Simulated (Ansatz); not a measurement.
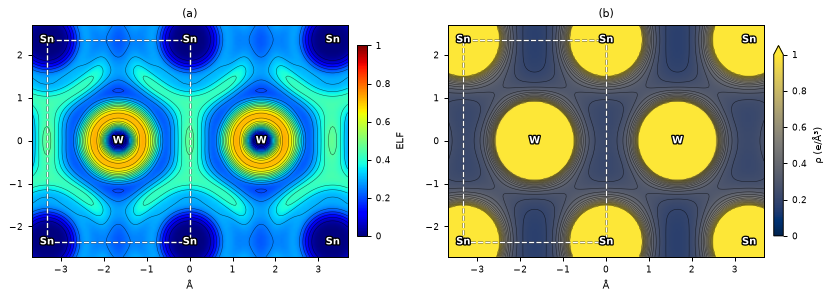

Figure 1: SnW. (a) electron localisation function; (b) valence pseudo-density on the (11̄0) plane of the conventional cell.

Space group Pm-3m; a structure generated by program, which may or may not match a known phase.

Computed with DFT PBE, scalar-relativistic, plane waves, PAW in Ansatz 0.2.0.

Core electrons are frozen (PAW), and the valence fields are smoothed inside the atomic spheres.

Input

```
crystal:
  lattice:
    - [3.3394030829, 0.0, 0.0]
    - [0.0, 3.3394030829, 0.0]
    - [0.0, 0.0, 3.3394030829]
  atoms:
    - { symbol: Sn, position: [0.0, 0.0, 0.0] }
    - { symbol: W, position: [0.5, 0.5, 0.5] }
basis:
  ecutwfc: 420
kpoints:
  mp_grid: { grid: [16, 16, 16] }
hamiltonian:
  xc: pbe
scf:
  occupations: { method: gaussian, width: 0.1 }
output:
  forces: true
  stress: true
  eigenvalues: true
  write_density: true
  write_potential: true
  elf: true
  volumetric_format: npy
relax:
  adjacent_minimum: "off"
  f_tol: 0.01
  max_steps: 80
  cell: { stress_tol: 0.05 }
```

Launched as:

```sh
ansatz run input.yaml --threads 1 --pin off --max-ram 2560MiB --backend cpu --events-out ev --progress --plain --runs-dir out
```

Below, planes, directions and counts refer to the conventional cell (a = 3.33 Å, b = 3.33 Å, c = 3.33 Å, α = 90.00°, β = 90.00°, γ = 90.00°).

The fields are those of the relaxed geometry.

What do the fields say about this system?

The section cuts through Sn and W sites.
Sn–W (2.88 Å): ρ is about 0.3 e/Å³ halfway; the ELF is about 0.40 at the midpoint.
Between the atoms the lowest density in this plane is 0.17 e/Å³.
The features right at W lie inside the PAW spheres, where the map follows smoothed inner orbitals and isn't to be read closely.
